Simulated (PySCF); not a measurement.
**C$_{2}$H$_{9}$FO$_{2}$Si$_{4}$: density, localisation and related maps**

The calculation's input:

```
{"job": {"kind": "nmr", "xc": "PBE0", "basis": "pcSseg-1"}, "charge": 0, "multiplicity": 1}
C      2.905059     0.532358    -0.091579
C      2.014551    -0.397869     0.206510
F      2.459290    -1.602500     0.664815
Si     0.120932    -0.291349     0.087452
O     -0.108432     1.233301    -0.453739
Si    -0.852529     2.603153    -0.901226
Si    -1.135801    -2.037911    -0.850758
O     -1.774664    -2.182515     0.677899
Si    -1.217831    -1.117837     1.829897
H      3.966662     0.379432     0.011601
H      2.562674     1.482820    -0.453560
H     -2.215742     2.275144    -1.314099
H     -0.050247     3.118083    -2.008696
H     -0.830425     3.479697     0.267899
H     -0.529066    -3.329676    -1.164748
H     -2.274251    -1.790414    -1.737661
H     -2.402677    -0.410892     2.321418
H     -0.646261    -1.936710     2.896919
```

Launched as:

```sh
OMP_NUM_THREADS=1 python probes_run.py task.json out
```

Geometry: GFN2-xTB.

Theory: PBE0/pcSseg-1, SCF density, gas phase, non-relativistic in PySCF.

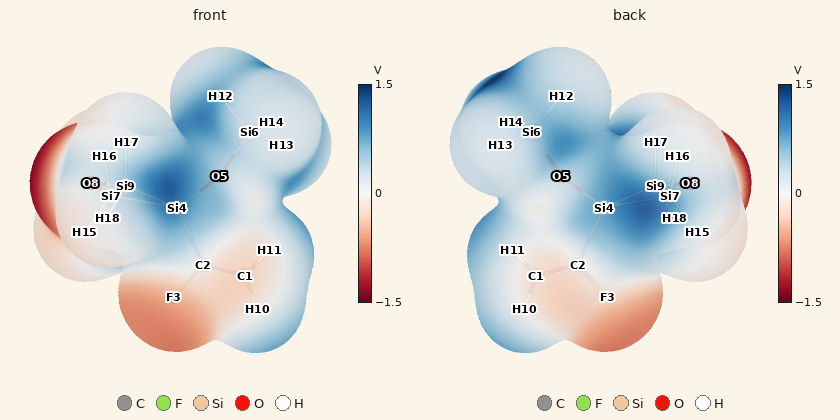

Figure 1. The molecular electrostatic potential painted on the density surface at 0.001 e/bohr³, seen from the front and from behind; red is negative and blue positive.

Q: Where is the surface potential most negative and most positive?

A: The most negative region (about −1.3 V) lies over O8, the most positive (about +1.3 V) over Si6. O8 is the likeliest acceptor of a hydrogen bond.

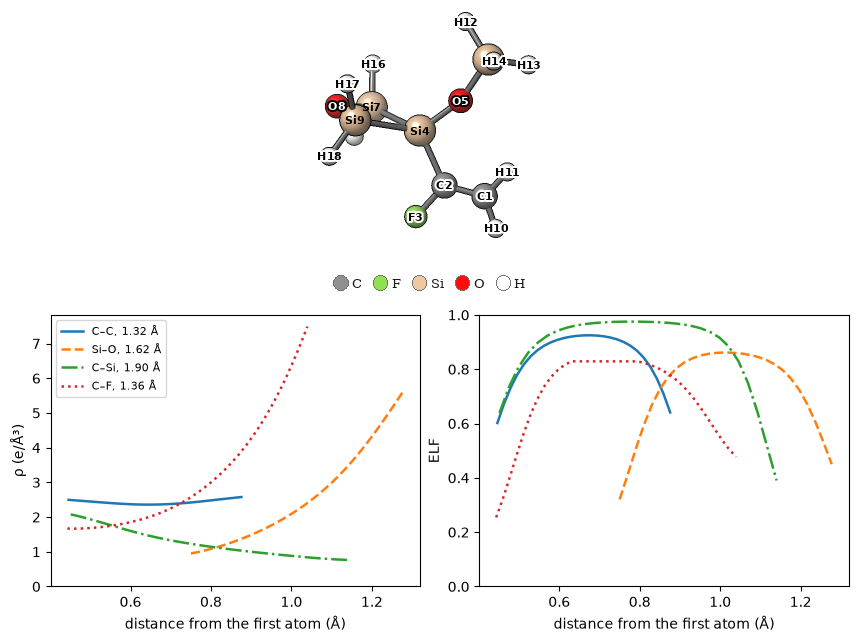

Figure 2. Total electron density and ELF along straight lines between neighbouring atoms. The curves leave out the atomic cores. The structure is drawn too.

Q: Compare the contacts.

A: C–C (1.32 Å): ρ is about 2.4 e/Å³ halfway; the ELF peaks at about 0.90 between the atoms: a multiple bond.
Si–O (1.62 Å): ρ is about 1.1 e/Å³ halfway; the ELF peaks at about 0.85 between the atoms, as expected for a polar covalent bond.
C–Si (1.90 Å): ρ at the midpoint is about 0.94 e/Å³; the ELF peaks at about 1 between the atoms: a shared electron pair.
C–F (1.36 Å): the density is about 2.2 e/Å³ at the midpoint, with its minimum of 1.7 e/Å³ about 0.5 Å from C; the ELF peaks at about 0.85 between the atoms, as expected for a polar covalent bond.
